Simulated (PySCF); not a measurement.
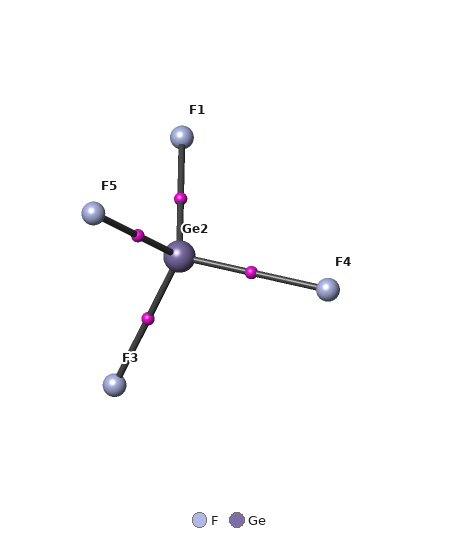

Figure. F4Ge, SMILES `F[Ge](F)(F)F`. Molecular graph of the electron density (QTAIM): bond paths, bond critical points (magenta), ring points (cyan, if any); weak paths are dashed.

Computed with PySCF, PBE/def2-TZVP, geometry: GFN2-xTB. No frequency check shows the geometry to be a minimum. GFN2-xTB bond lengths at metals and heavier atoms can be off by up to 0.1 Å and shapes distorted, which carries into these values.

Input

```python
import numpy as np
from pyscf import gto, scf, dft
from pyscf.scf import atom_ks, atom_hf
from scipy.linalg import block_diag

def solve(mol, dm0=None, hcore=None):
    mf = (dft.UKS if mol.spin else dft.RKS)(mol, xc='pbe')
    mf.grids.level = 3
    mf = mf.density_fit(auxbasis='def2-universal-jkfit')
    mf.conv_tol, mf.max_cycle = 1e-8, 80
    if hcore is not None:
        mf.get_hcore = lambda *args: hcore
    mf.kernel(dm0)
    if not mf.converged:
        mf = mf.newton().run(mf.mo_coeff, mf.mo_occ, max_cycle=30)
    assert mf.converged, 'SCF not converged'
    return mf

mol = gto.M(atom='''
F      0.35913     1.31810    -0.96582
Ge     0.00003    -0.00021    -0.00003
F     -0.35918    -1.31781    -0.96570
F      1.31802    -0.35889     0.96584
F     -1.31809     0.35936     0.96579
''', basis='def2-tzvp', charge=0, spin=0, verbose=4)
mf = solve(mol)
mf.analyze()
# spherically averaged free atoms, for the promolecule
atm = atom_ks.get_atm_nrks(mol, xc='pbe')
pro = block_diag(*[(atm[a[0]][2] * atm[a[0]][3]) @ atm[a[0]][2].T for a in mol._atom])
np.savez('result.npz', e=mf.e_tot, c=mf.mo_coeff, occ=mf.mo_occ, eps=mf.mo_energy, pro=pro, dip=mf.dip_moment(verbose=0), s2=mf.spin_square()[0])
```

Command:

```sh
OMP_NUM_THREADS=1 python input.py
```

The run took 21 s on 1 thread of AMD EPYC 7R43 64-Core Processor (Zen 3) (shared host), peak memory 0.56 GiB.

Partitions, critical points and surface values were worked out afterwards from this run's density.

How many critical points of each kind are there, and does the count close?

Answer. 5 nuclei, 4 bond, 0 ring and 0 cage critical points: 5 − 4 + 0 − 0 = 1, as the Poincaré–Hopf relation requires.

Give the properties at the bond critical points.

Answer.
```json
{"bond": "Ge2–F3 (4 alike)", "length (Å)": "1.673", "ρ (a.u.)": "0.168", "∇²ρ (a.u.)": "+1.02", "ε": "0.00", "H (a.u.)": "−0.064"}
```

What kind of interaction is Ge2–F3?

Answer. Polar or intermediate (positive Laplacian, negative energy density H): ρ = 0.168, ∇²ρ = +1.02, H = −0.064 a.u.
